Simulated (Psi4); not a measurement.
# GeHF2 (SMILES [F][GeH][F]): UB2PLYP/def2-SVP (density fitting, density fitting for correlation, sweep point 6)

Aim: the vertical electron affinity of GeHF2 at UB2PLYP/def2-SVP (density fitting, density fitting for correlation, sweep point 6), from 2 runs. Input form: a Python script.

The results are computed with Psi4 1.11.

4 further runs of the same task are left out: 4 set aside as unsound or not needed.

## (1) The system as given

GeHF2: 4 atoms, total charge 0, spin state doublet. As SMILES, `[F][GeH][F]`. The coordinates come from a PBE0-D4/def2-TZVP relaxation.

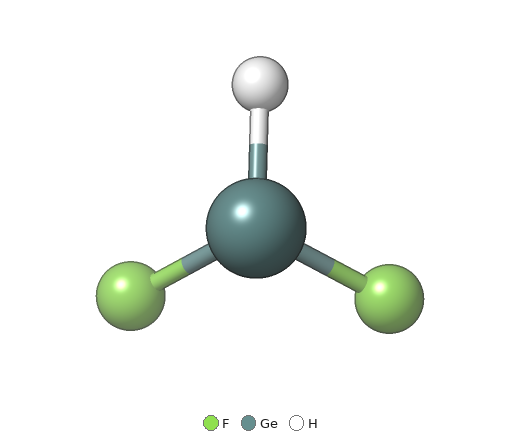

Viewed from a chosen angle; fluorine green, germanium teal, hydrogen white.

## (2) The energy at UB2PLYP/def2-SVP (density fitting, density fitting for correlation, sweep point 6)

Contents of calc.py:

```python
import psi4

psi4.set_memory(1600000000)
psi4.set_num_threads(1)
psi4.set_output_file('output.dat', False)

molecule = psi4.geometry("""
0 2
F     -0.250300    -0.050400     1.551900
Ge     0.499400    -0.086500    -0.009500
F     -0.446800    -1.234800    -0.896800
H      0.253200     1.311400    -0.665800
units angstrom
symmetry c1
""")

options = {'basis': 'def2-SVP', 'reference': 'uks', 'puream': True, 'scf_type': 'df', 'dft_radial_points': 99, 'dft_spherical_points': 590, 'num_frozen_docc': 11, 'd_convergence': 1e-08, 'e_convergence': 1e-08, 'maxiter': 150}
psi4.set_options(options)

e_tot = psi4.energy('b2plyp')
print('E =', round(e_tot, 9))
```

On the command line:

```sh
python calc.py
```

output.dat:

```text
[...]
  Running in c1 symmetry.
[...]
  Nuclear repulsion =  206.082072780868685
[...]
  Multiplicity = 2
[...]
  Nalpha       = 26
  Nbeta        = 25
[...]
    Number of basis functions: 65
[...]
   @DF-UKS iter   1: -2275.16498605795414   -3.00918e+00   3.34794e-02 ADIIS/DIIS
[...]
   @DF-UKS iter  13: -2276.18117314588653   -6.82121e-12   9.30254e-09 DIIS
[...]
   @S^2 Observed:                7.553270495E-01
[...]
    Orbital Energies [Eh]
    ---------------------
    Alpha Occupied:
       1A   -401.491907     2A    -50.813033     3A    -45.167174
       4A    -45.165787     5A    -45.165304     6A    -25.340751
       7A    -25.340708     8A     -6.690874     9A     -4.784464
      10A     -4.782149    11A     -4.779537    12A     -1.475239
      13A     -1.466677    14A     -1.458999    15A     -1.457652
      16A     -1.456522    17A     -1.307219    18A     -1.283128
      19A     -0.664623    20A     -0.551737    21A     -0.542490
      22A     -0.528416    23A     -0.504340    24A     -0.489291
      25A     -0.471485    26A     -0.317807
    Alpha Virtual:
[...]
  @DF-UKS Final Energy: -2276.18117314588653
   => Energetics <=
    Nuclear Repulsion Energy =            206.0820727808686854
    One-Electron Energy =               -3584.1672529954266793
    Two-Electron Energy =                1149.7257682338808991
    DFT Exchange-Correlation Energy =     -47.8217611652096011
    Empirical Dispersion Energy =           0.0000000000000000
    VV10 Nonlocal Energy =                  0.0000000000000000
    Total Energy =                      -2276.1811731458865324
[...]
 Multipole Moments:
 ------------------------------------------------------------------------------------
     Multipole            Electronic (a.u.)      Nuclear  (a.u.)        Total (a.u.)
 ------------------------------------------------------------------------------------
 L = 1.  Multiply by 2.5417464519 to convert [e a0] to [Debye]
 Dipole X            :          2.4458163           -1.5990694            0.8467469
 Dipole Y            :         -0.0127367            0.5568260            0.5440894
 Dipole Z            :         -0.1903424           -0.1408755           -0.3312180
 Magnitude           :                                                    1.0595843
[...]
```

The script printed:

```text
E = -2276.371606732
```

It took 9.9 s on 1 thread of AMD EPYC 7R43 (Zen 3), shared host; peak memory 0.56 GiB.

## (3) The singlet anion, same level

Contents of run.py:

```python
import psi4

psi4.set_memory('1600 MB')
psi4.set_num_threads(1)
psi4.core.set_output_file('psi4.out', False)

geom = psi4.geometry("""
-1 1
F     -0.250300    -0.050400     1.551900
Ge     0.499400    -0.086500    -0.009500
F     -0.446800    -1.234800    -0.896800
H      0.253200     1.311400    -0.665800
units angstrom
symmetry c1
""")

psi4.set_options({
    'basis': 'def2-SVP',
    'reference': 'rks',
    'puream': True,
    'scf_type': 'df',
    'dft_radial_points': 99,
    'dft_spherical_points': 590,
    'num_frozen_docc': 11,
    'd_convergence': 1e-08,
    'e_convergence': 1e-08,
})

e = psi4.energy('b2plyp')
print(f'total energy {e:.8f} hartree = {e * 27.211386:.5f} eV')
```

On the command line:

```sh
python run.py
```

psi4.out:

```text
[...]
  Running in c1 symmetry.
[...]
  Nuclear repulsion =  206.082072780868685
[...]
  Multiplicity = 1
[...]
  Nalpha       = 26
  Nbeta        = 26
[...]
    Number of basis functions: 65
[...]
   @DF-RKS iter   1: -2275.02799624013005   -2.87219e+00   3.45686e-02 ADIIS/DIIS
[...]
   @DF-RKS iter  11: -2276.22720923357065   -6.82121e-12   6.05619e-09 DIIS
[...]
    Orbital Energies [Eh]
    ---------------------
    Doubly Occupied:
       1A   -401.179868     2A    -50.502437     3A    -44.855686
       4A    -44.855347     5A    -44.854826     6A    -25.085954
       7A    -25.085910     8A     -6.378899     9A     -4.472569
      10A     -4.470618    11A     -4.466404    12A     -1.171950
      13A     -1.158997    14A     -1.146269    15A     -1.145724
      16A     -1.143951    17A     -1.053071    18A     -1.028156
      19A     -0.397749    20A     -0.303277    21A     -0.289832
      22A     -0.279487    23A     -0.258780    24A     -0.247862
      25A     -0.204693    26A      0.003462
[...]
  @DF-RKS Final Energy: -2276.22720923357065
   => Energetics <=
    Nuclear Repulsion Energy =            206.0820727808686854
    One-Electron Energy =               -3598.5894524193272446
    Two-Electron Energy =                1164.2528231619835424
    DFT Exchange-Correlation Energy =     -47.9726527570958581
    Empirical Dispersion Energy =           0.0000000000000000
    VV10 Nonlocal Energy =                  0.0000000000000000
    Total Energy =                      -2276.2272092335711022
[...]
 Multipole Moments:
 ------------------------------------------------------------------------------------
     Multipole            Electronic (a.u.)      Nuclear  (a.u.)        Total (a.u.)
 ------------------------------------------------------------------------------------
 L = 1.  Multiply by 2.5417464519 to convert [e a0] to [Debye]
 Dipole X            :          1.3209339           -1.5990694           -0.2781355
 Dipole Y            :         -0.4303852            0.5568260            0.1264408
 Dipole Z            :          0.1019336           -0.1408755           -0.0389419
 Magnitude           :                                                    0.3079985
[...]
```

Standard output:

```text
total energy -2276.42118327 hartree = -61944.57552 eV
```

Wall time 6 s (1 thread of AMD EPYC 7R43 (Zen 3), shared host); peak memory 0.56 GiB.

## (4) What came out

At UB2PLYP/def2-SVP (density fitting, density fitting for correlation, sweep point 6), 11 core orbitals frozen:

| quantity | value |
| --- | --- |
| doublet GeHF2: total energy | -2276.37161 Eh |
| doublet GeHF2: HOMO energy (SCF part's orbitals) (highest over α and β) | -8.65 eV |
| doublet GeHF2: LUMO energy (SCF part's orbitals) (lowest over α and β) | -2.61 eV |
| doublet GeHF2: ⟨S²⟩ | 0.755 |
| singlet anion: total energy | -2276.42118 Eh |
| singlet anion: HOMO energy (SCF part's orbitals) | 0.09 eV |
| singlet anion: LUMO energy (SCF part's orbitals) | 8.15 eV |
| singlet anion: HOMO–LUMO gap (to an unbound level, set by the basis) | 8.05 eV |
| vertical electron affinity (to the singlet anion) | 1.349 eV |

**Reading.** At fixed nuclei the extra electron is bound by 1.35 eV (130 kJ/mol). The basis has no diffuse functions, so the error can be as large as this value. The HOMO (singlet anion) lies at positive energy, 0.09 eV; only total energies tell whether the electron is bound.
